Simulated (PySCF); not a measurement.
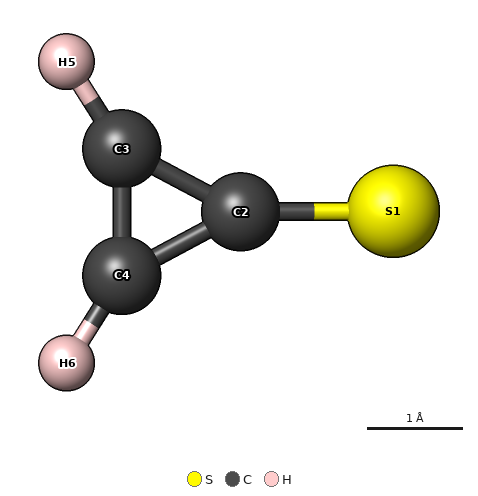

**Figure 1.** The structure as given in the input (ball-and-stick view, seen on its broad side; atoms are numbered from 1 in the order of the input).

**What a change does: NMR shielding calculation on C3H2S**

System: C3H2S (Cyclopropenethione), SMILES S=c1cc1.
Method of run 1: GIAO PBE0/pcSseg-1 NMR shielding, non-relativistic, IEF-PCM tetrahydrofuran (PySCF 2.14.0).

The geometry comes from this level: PBE0-D3(BJ)/def2-SVP. Text and figures count atoms from 1; the logs count them from 0 in places.

Input file, run 1:
```
{"job": {"kind": "nmr", "xc": "PBE0", "basis": "pcSseg-1", "solvent": "tetrahydrofuran", "pop": false}, "charge": 0, "multiplicity": 1}
S      2.531397    -0.016409     0.050998
C      0.916860     0.071131     0.060549
C     -0.303787     0.805776     0.069393
C     -0.376200    -0.526565     0.066301
H     -0.838902     1.755698     0.075248
H     -1.010258    -1.413533     0.067907
```

The first line tells a small driver script what to run in PySCF; the rest is the geometry in Å.

Hardware: 1 CPU thread, shared host.

Output (run 1):
```
coarse grid: 6128 points
cycle   1  E = -513.2574639221  dE =  7.105e-01  |g| = 2.528e-01  |ddm| = 2.467e+00
cycle   2  E = -513.2470604289  dE =  1.040e-02  |g| = 3.443e-01  |ddm| = 9.641e-01
cycle   3  E = -513.2805546476  dE = -3.349e-02  |g| = 5.714e-02  |ddm| = 5.254e-01
cycle   4  E = -513.2813163938  dE = -7.617e-04  |g| = 2.166e-02  |ddm| = 7.764e-02
cycle   5  E = -513.2814221418  dE = -1.057e-04  |g| = 6.651e-03  |ddm| = 2.457e-02
cycle   6  E = -513.2814322049  dE = -1.006e-05  |g| = 1.654e-03  |ddm| = 7.163e-03
cycle   7  E = -513.2814329791  dE = -7.742e-07  |g| = 1.326e-04  |ddm| = 1.864e-03
final grid: 56120 points
cycle   8  E = -513.3081197291  dE = -4.472e-06  |g| = 7.067e-03  |ddm| = 2.024e-02
cycle   9  E = -513.3081007260  dE =  1.900e-05  |g| = 1.084e-02  |ddm| = 2.195e-02
cycle  10  E = -513.3081333487  dE = -3.262e-05  |g| = 6.668e-04  |ddm| = 1.403e-02
cycle  11  E = -513.3081334543  dE = -1.057e-07  |g| = 1.323e-04  |ddm| = 6.159e-04
cycle  12  E = -513.3081334587  dE = -4.426e-09  |g| = 2.118e-05  |ddm| = 1.397e-04
cycle  13  E = -513.3081334589  dE = -1.314e-10  |g| = 4.525e-06  |ddm| = 5.138e-05
converged SCF energy = -513.3081334589

GIAO shielding tensors (ppm)
atom      isotropic    diamagn.    paramagn.     s11        s22        s33       span
  0 S      379.294    1056.427    -677.133     52.292    206.912    878.677    826.385
  1 C       -3.461     257.247    -260.708   -168.973    -32.693    191.283    360.256
  2 C       14.105     250.420    -236.314    -97.300    -49.980    189.596    286.895
  3 C       14.130     248.824    -234.694    -97.250    -49.930    189.570    286.820
  4 H       21.825      29.344      -7.519     18.879     23.270     23.328      4.449
  5 H       21.826      29.018      -7.192     18.877     23.269     23.332      4.454
```

For run 2 the input was changed thus:
```diff
-"solvent": "tetrahydrofuran"
-"pop": false
+"solvent": "cyclohexane"
+"pop": true
```

What does this change do to the results?

The total energy of run 2 is 3.5 kcal/mol higher: the change of the electrostatic solvation energy at this fixed geometry, without cavity or dispersion terms. The HOMO goes from −6.30 to −6.13 eV. The LUMO goes from −1.08 to −1.23 eV. The dipole moment goes from 6.24 to 5.37 D. Of all shieldings, the largest change is that of S1, by −46.3 ppm. The number of SCF iterations is the same.

Output (run 2):
```
coarse grid: 6128 points
cycle   1  E = -513.2462900794  dE =  7.216e-01  |g| = 2.697e-01  |ddm| = 2.468e+00
cycle   2  E = -513.2214280440  dE =  2.486e-02  |g| = 4.198e-01  |ddm| = 1.215e+00
cycle   3  E = -513.2746202691  dE = -5.319e-02  |g| = 6.750e-02  |ddm| = 7.033e-01
cycle   4  E = -513.2756915835  dE = -1.071e-03  |g| = 2.588e-02  |ddm| = 9.405e-02
cycle   5  E = -513.2758398575  dE = -1.483e-04  |g| = 8.380e-03  |ddm| = 2.939e-02
cycle   6  E = -513.2758563073  dE = -1.645e-05  |g| = 1.663e-03  |ddm| = 8.972e-03
cycle   7  E = -513.2758570918  dE = -7.846e-07  |g| = 1.772e-04  |ddm| = 1.928e-03
final grid: 56120 points
cycle   8  E = -513.3025604955  dE = -3.117e-06  |g| = 7.402e-03  |ddm| = 2.014e-02
cycle   9  E = -513.3025324296  dE =  2.807e-05  |g| = 1.229e-02  |ddm| = 2.524e-02
cycle  10  E = -513.3025754566  dE = -4.303e-05  |g| = 7.579e-04  |ddm| = 1.731e-02
cycle  11  E = -513.3025755941  dE = -1.375e-07  |g| = 1.582e-04  |ddm| = 7.664e-04
cycle  12  E = -513.3025756010  dE = -6.843e-09  |g| = 2.739e-05  |ddm| = 2.184e-04
cycle  13  E = -513.3025756012  dE = -2.359e-10  |g| = 5.911e-06  |ddm| = 6.631e-05
converged SCF energy = -513.3025756012

GIAO shielding tensors (ppm)
atom      isotropic    diamagn.    paramagn.     s11        s22        s33       span
  0 S      332.961    1056.128    -723.167    -58.766    174.936    882.714    941.480
  1 C       -0.211     256.507    -256.718   -168.415    -19.717    187.498    355.912
  2 C       14.458     250.946    -236.488    -92.505    -52.788    188.666    281.172
  3 C       14.481     249.331    -234.850    -92.455    -52.744    188.641    281.096
  4 H       21.965      29.734      -7.768     18.743     23.311     23.843      5.099
  5 H       21.966      29.409      -7.443     18.741     23.315     23.842      5.101
```

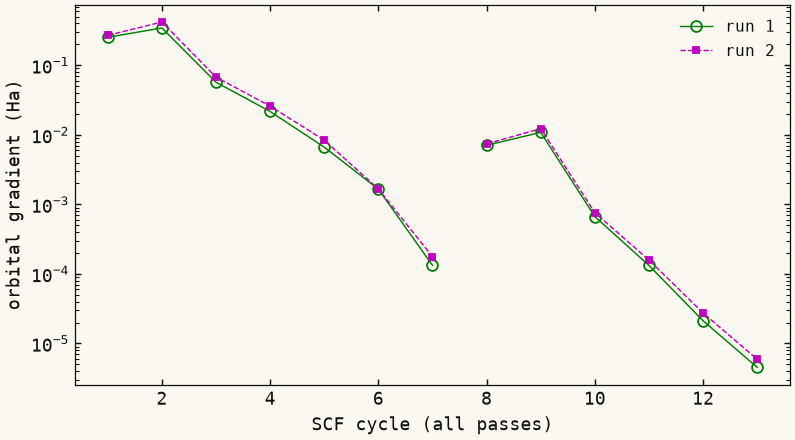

**Figure 2.** Convergence of the two runs: orbital gradient against the SCF cycle. A break in a curve parts two SCF passes (coarse and final grid). Run 1 takes 13 cycles in all, and run 2 takes 13.

The two runs side by side:

| quantity | run 1 | run 2 |
| --- | --- | --- |
| outcome | converged | converged |
| total energy (hartree) | −513.308133 | −513.302576 |
| HOMO (eV) | −6.30 | −6.13 |
| LUMO (eV) | −1.08 | −1.23 |
| dipole moment (D) | 6.24 | 5.37 |
| shielding of S1 (ppm) | 379.3 | 333.0 |
| shielding of C2 (ppm) | −3.5 | −0.2 |
| shielding of C3 (ppm) | 14.1 | 14.5 |
| shielding of C4 (ppm) | 14.1 | 14.5 |
| shielding of H5 (ppm) | 21.8 | 22.0 |
| shielding of H6 (ppm) | 21.8 | 22.0 |
| SCF iterations | 13 | 13 |
| basis functions | 85 | 85 |
| wall time (shared host) | 2.8 s | 4 s |
